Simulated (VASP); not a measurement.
Band structure of Au (fcc). These are PBE GGA, VASP's PBE PAW potentials (set 64) (plane waves; VASP 6.6.1) values and carry that method's errors.

Unless said otherwise, spin-orbit coupling is left out, though it shifts the bands of the heavy elements here.

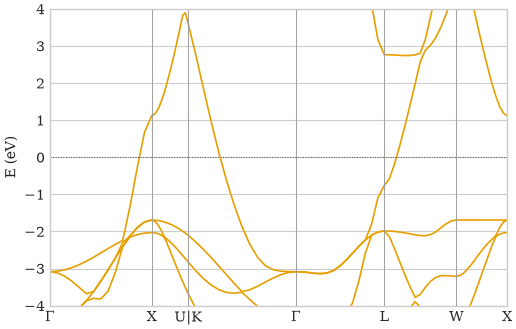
Fig. 1. Bands along high-symmetry lines, zero at the valence-band maximum or, without a gap, the Fermi level

### Question
Read the plot: is there a gap, and where are the band edges?

### Answer
It has no gap at this level: it comes out as a metal or semimetal. (Edges off the drawn lines would not show.)

The compound is Au in the fcc structure. It was relaxed first, which changed the volume by +6 %.
